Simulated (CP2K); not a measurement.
Consider ammonium dihydrate at its PBE geometry (Å).

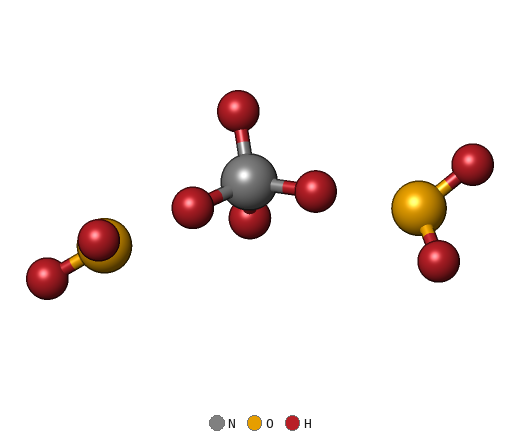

The molecule (nitrogen grey, oxygen orange, hydrogen red).

```xyz
11

N     0.0362    0.9394    0.0902
O    -1.8456   -0.6046    1.2436
O     1.8075   -0.5154   -1.3398
H    -0.7116    0.3216    0.5241
H    -0.3990    1.6267   -0.5338
H     0.5281    1.4421    0.8368
H     0.7323    0.3575   -0.4624
H    -2.7936   -0.4018    1.3314
H    -1.7341   -1.4964    1.6171
H     1.6105   -1.2888   -1.8972
H     2.7693   -0.3803   -1.4101
```

Method: CP2K XAS_TDP, all-electron GAPW, PBEh(45%), aug-cc-pVDZ, TDA, no relativity.

Question: Predict the bright core excitations at the N K edge.

Leading lines: N1 400.89 eV. The leading line of an atom is its first one with 35 % of the strongest within 2.5 eV of its lowest line over the strength cut. 

The first six lines of each atom with a strength over 0.0015:

```
                               atom  energy (eV)  states  strength, one atom
N1 (bonded to 4 H, gives 2 H bonds)       399.98       1              0.0091
                                          400.89       1              0.0411
                                          401.86       1              0.0194
                                          402.21       1              0.0148
                                          404.26       1              0.0120
                                          404.61       1              0.0176
```

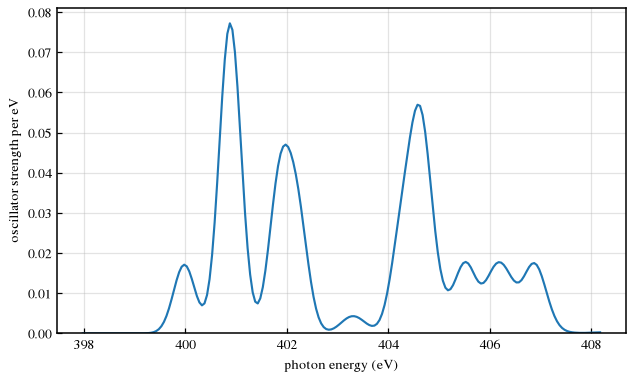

All atoms added, broadened by 0.5 eV.

Lines are vertical, at one geometry, with no vibrational structure. Without a correction of the core level, line positions, and the gaps between valence and Rydberg lines, follow the share of exact exchange. At this level such K lines come out 3 to 6 eV under measured ones. These values hold no scalar relativity, about 0.2 eV for N 1s. Rydberg lines, and the discretised continuum above threshold, depend on the basis and the box. This is one low-energy arrangement of the cluster, relaxed without a dispersion correction; others exist. The ion (charge +1) is isolated, with no counter-ion or solvent.

[Banner, clock and machine lines of the logs are left out without a mark of their own.]

[Logs are printed without paths, hosts, clocks, repeated set-up lines and the standing remarks that a program may print on its own settings, such as how far it seeks lower states.]

[Hosts, paths, dates, database ids (printed as entryN), source tags and the programs' standing remarks are cut or masked in the printed files.]
